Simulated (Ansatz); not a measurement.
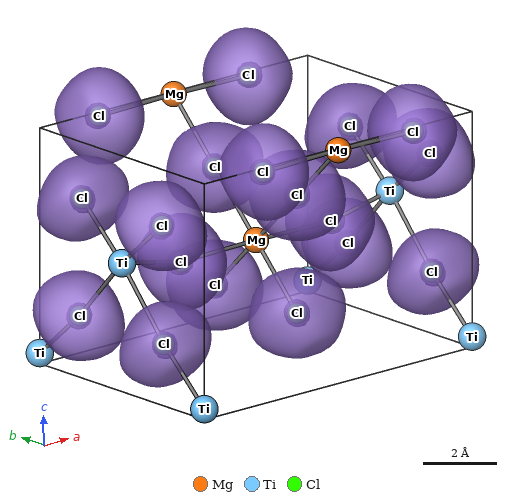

*MgTiCl6. Isosurface of the electron localisation function at 0.65 (purple), seen at an oblique angle. Core shells and regions of very low density are left out. Sticks mark near contacts.*

Space group Amm2; a structure from a database of computed crystals, not necessarily the ambient phase; started from the MoWO6-8 prototype, which need not be the ambient phase; computed without spin polarisation.

All numbers below come from DFT, PBEsol, plane waves, PAW in Ansatz.

Q: Describe the localisation domains.

A: The surface consists of twelve regions wrapped around Cl (the valence shell of each), counted in one cell of 16 atoms. Regions shared between cells count once.

Values along the shortest contacts:
Ti–Cl (2.23 Å): the ELF peaks at about 0.80 in the valence shell of Cl, 0.8 Å from its nucleus, and is about 0.40 at the midpoint. Mg–Cl (2.42 Å): the ELF peaks at about 0.85 in the valence shell of Cl, 0.8 Å from its nucleus, and falls to about 0.05 next to Mg: a closed-shell, largely ionic contact.
